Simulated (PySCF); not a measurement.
Ethane, SMILES CC at its PBE0/def2-SVP optimised geometry (Å):

```
8

C     -0.2797     0.7060     0.0000
C      0.2797    -0.7064     0.0000
H      0.0459     1.2712     0.8874
H     -1.3811     0.7060    -0.0013
H      0.0479     1.2720    -0.8861
H      1.3811    -0.7064     0.0000
H     -0.0469    -1.2720    -0.8868
H     -0.0469    -1.2720     0.8868
```

Method: PBE0/def2-TZVP in PySCF. Cells within 0.4 Å of a nucleus heavier than hydrogen are left out (blank, or x).

Map of the electrostatic potential (hartree/e), clipped to [-0.08, 0.12] on the plane z = 0.0 Å:

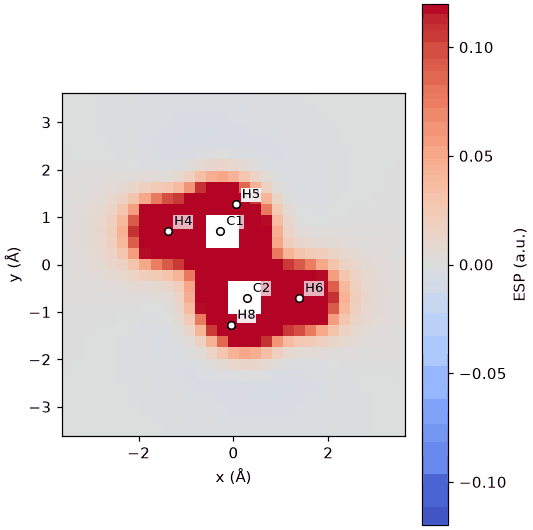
*Electrostatic potential (hartree/e), clipped to [-0.08, 0.12] on the plane z = 0.0 Å.*
